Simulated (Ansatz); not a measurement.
# AlH5O (Al(H2O)H3) at r2SCAN0/STO-3G

What is the electronic atomisation energy of AlH5O (Al(H2O)H3) at r2SCAN0/STO-3G? 

Program for the calculation: Ansatz 0.2.0.

53 further runs of the same task are left out: 1 that didn't finish, 52 set aside as unsound or not needed.

**1. The system as given**

AlH5O has 7 atoms, charge 0, and is taken as a singlet. As SMILES, `[H][Al]([H])([H])<-[OH2]`. The shape comes from GFN2-xTB, which is rough for such elements, and wasn't checked as a minimum.

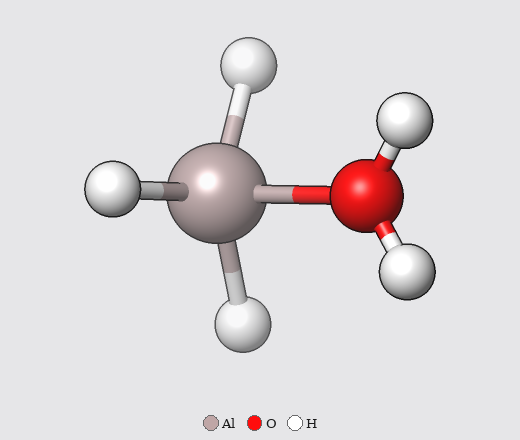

Viewed from a chosen angle; aluminium light grey, oxygen red, hydrogen white.

**2. The energy at r2SCAN0/STO-3G**

in.yaml reads:

```yaml
crystal:
  periodic: [false, false, false]
  atoms:
    - symbol: Al
      position_ang: [0.038170, -0.063310, -0.878000]
    - symbol: O
      position_ang: [-0.024940, 0.038110, 1.009060]
    - symbol: H
      position_ang: [-0.734700, -0.319470, 1.555830]
    - symbol: H
      position_ang: [0.587960, 0.568180, 1.531290]
    - symbol: H
      position_ang: [1.607200, -0.040110, -0.978390]
    - symbol: H
      position_ang: [-0.735740, 1.245780, -1.269530]
    - symbol: H
      position_ang: [-0.737950, -1.429180, -0.970260]
basis:
  gaussian:
    orbitals: STO-3G
hamiltonian:
  xc: {name: r2SCAN0}
accuracy: high
```

On the command line:

```
$ ansatz run in.yaml --threads 1 --pin off --max-ram 2610MiB --events-out events.jsonl --progress --plain --runs-dir runs
```

The log of the run:

```text
Warning: RAYON_NUM_THREADS=1 ignored (pool sized by the plan → 1); use --threads N
Functional definition: r2SCAN0
  name "r2SCAN0"
  parameter a = 0.25
  parameter k0 = 0.174
  parameter k1 = 0.065
  parameter a1 = 4.9479
  exchange = (1 - a)*r2scan_x(k0 = k0, k1 = k1, a1 = a1) + a*exact_x
  correlation = r2scan_c
336 factors; integrals over basis functions are off by at most 4.7e-9 eV
mean field evaluation 1: about -8613.8856 eV, gradient 1.6e1 eV
mean field evaluation 2: about -8614.5958 eV, gradient 7.3e0 eV
mean field evaluation 4: about -8614.7587 eV, gradient 1.3e-1 eV
mean field evaluation 8: about -8614.7237 eV, gradient 9.0e-4 eV
mean field -8614.72373616 eV, -316.5852580342 hartree, gradient 3.0e-8 eV, S^2 0.000000; 0 other end points of the search recorded, 0 dependent functions left out
reference -8614.72373652 eV, -316.5852580477 hartree; 13, 13 occupied and 6, 6 virtual orbitals, 336 factors
Total energy: -8614.72373652 eV, -316.5852580477 hartree
```

Run time: 2.2 s. Hardware: 1 thread of Arm Neoverse V2, shared host; peak memory 0.14 GiB.

**3. The Al atom at the same level**

in.yaml reads:

```yaml
crystal:
  periodic: [false, false, false]
  atoms:
    - {symbol: Al, position_ang: [0.000000, 0.000000, 0.000000]}
basis:
  gaussian: {orbitals: STO-3G}
total_charge: 0
magnetization: {spin_polarized: true, initial_magnetization: 1}
hamiltonian: {xc: {name: r2SCAN0}}
accuracy: high
```

On the command line:

```
$ ansatz run in.yaml --threads 1 --pin off --max-ram 2610MiB --events-out events.jsonl --progress --plain --runs-dir runs
```

The log of the run:

```text
Warning: RAYON_NUM_THREADS=1 ignored (pool sized by the plan → 1); use --threads N
Functional definition: r2SCAN0
  name "r2SCAN0"
  parameter a = 0.25
  parameter k0 = 0.174
  parameter k1 = 0.065
  parameter a1 = 4.9479
  exchange = (1 - a)*r2scan_x(k0 = k0, k1 = k1, a1 = a1) + a*exact_x
  correlation = r2scan_c
42 factors; integrals over basis functions are off by at most 1.7e-9 eV
mean field evaluation 1: about -6511.4762 eV, gradient 5.5e-1 eV
mean field evaluation 2: about -6511.4772 eV, gradient 6.9e-2 eV
mean field evaluation 4: about -6511.4782 eV, gradient 6.4e-3 eV
mean field evaluation 8: about -6511.4782 eV, gradient 2.8e-7 eV
mean field -6511.47818494 eV, -239.2924096581 hartree, gradient 1.8e-8 eV, S^2 0.750000; 0 other end points of the search recorded, 0 dependent functions left out
reference -6511.47818536 eV, -239.2924096734 hartree; 7, 6 occupied and 2, 3 virtual orbitals, 42 factors
Total energy: -6511.47818536 eV, -239.2924096734 hartree
```

Run time: 1.1 s. Hardware: 1 thread of Arm Neoverse V2, shared host; peak memory 0.12 GiB.

**4. The H atom at the same level**

input.yaml reads:

```yaml
crystal:
  periodic: [false, false, false]
  atoms:
    - {symbol: H, position_ang: [0.000000, 0.000000, 0.000000]}
basis:
  gaussian:
    orbitals: STO-3G
magnetization:
  spin_polarized: true
  initial_magnetization: 1
hamiltonian:
  xc: {name: r2SCAN0}
accuracy: high
```

Run the same way, it converges to -0.46649 Eh (log not shown).

**5. The O atom**

input.yaml reads:

```yaml
crystal:
  periodic: [false, false, false]
  atoms:
    - {symbol: O, position_ang: [0.000000, 0.000000, 0.000000]}
basis:
  gaussian:
    orbitals: STO-3G
magnetization:
  spin_polarized: true
  initial_magnetization: 2
hamiltonian:
  xc: {name: r2SCAN0}
accuracy: high
```

Run the same way, it converges to -74.02298 Eh (log not shown).

**6. Results**

Level: r2SCAN0/STO-3G.

```
                     quantity          value
       molecule: total energy  -316.58526 Eh
        Al atom: total energy  -239.29241 Eh
                Al atom: ⟨S²⟩          0.750
         H atom: total energy    -0.46649 Eh
                 H atom: ⟨S²⟩          0.750
         O atom: total energy   -74.02298 Eh
                 O atom: ⟨S²⟩          2.000
electronic atomisation energy      25.508 eV
```

**Reading.** Taking the molecule apart into free atoms costs 25.51 eV (588 kcal/mol), before zero-point energy and without spin-orbit coupling. In a minimal basis such a difference can be off by several eV, whatever the method.
